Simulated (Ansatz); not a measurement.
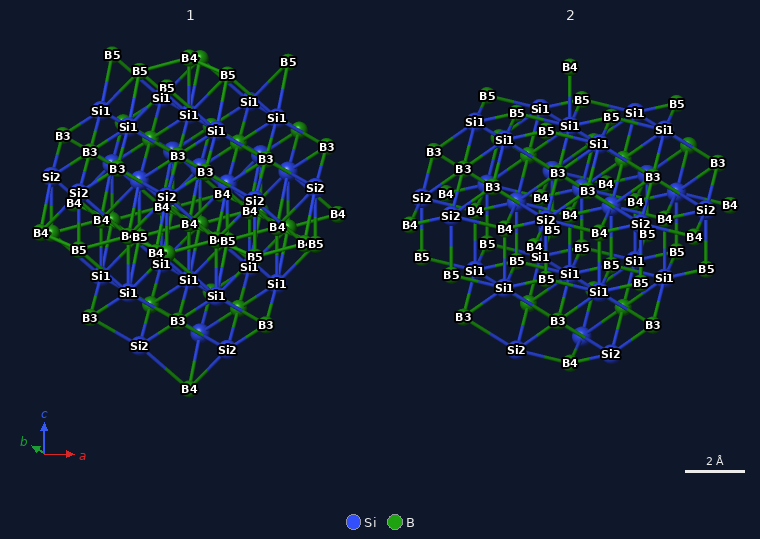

Two geometries of a crystal of Si2B3 (built on the A-type sesquioxide_164 type) (coarse preliminary run), drawn at one scale. One is the start of a relaxation, the other its converged end. The picture is a ball-and-stick view of the atoms within 5.8 Å of the atom that moves most (axes of the cell of the calculation), seen slightly off an axis.

The calculation used Ansatz, DFT r2SCAN, scalar-relativistic, plane waves, PAW. Set-up: plane-wave cutoff 500 eV; k-point mesh 6 × 6 × 4; occupations gaussian; smearing width 0.1 eV; no spin polarisation; cell and atoms relaxed; force threshold 0.04 eV/Å; at most 70 steps.

Which of the two is the end point?

Answer. Structure 1 is the relaxed one. Case: A-type sesquioxide type (P-3m1, No. 164). The largest moves relative to the cell, 0.65 Å, are those of B4 and B5. B4 goes along −c. Largest moves by element: B 0.65 Å, Si 0.31 Å. The drawn cell changes as follows: a = b 3.293 → 3.058 Å (−7.1 %), c 5.123 → 5.727 Å (+11.8 %); the volume changes by −3.6 %. Some distances before and after: B4–B5 2.413 → 1.802 Å, Si1–B5 1.983 → 2.379 Å, Si1–Si2 3.149 → 2.805 Å, Si1–B3 2.278 → 2.075 Å. Among the angles between lasting bonds that change: Si1–B5–Si1 112.3° → 80.0°, Si1–B5–Si2 106.5° → 132.1°, Si1–B3–Si2 87.4° → 85.0°. The space group stays P-3m1 (No. 164). Over 8 accepted moves (9 points after the start) the energy falls by 4.069 eV per cell of the calculation. The largest force component goes from 2.4 to 0.0037 eV/Å. Pressure: 16.86 GPa at the start and 0.03 GPa at the end. At 1 point the geometry stayed and the basis and grid were re-selected for the new cell (energy shift of 0.7 meV per cell of the calculation at most each time). The run took 55 s on 1 thread of Intel(R) Xeon(R) Platinum 8259CL CPU @ 2.50GHz (Skylake/Cascade Lake), with other jobs on the host, peak memory 0.49 GiB.
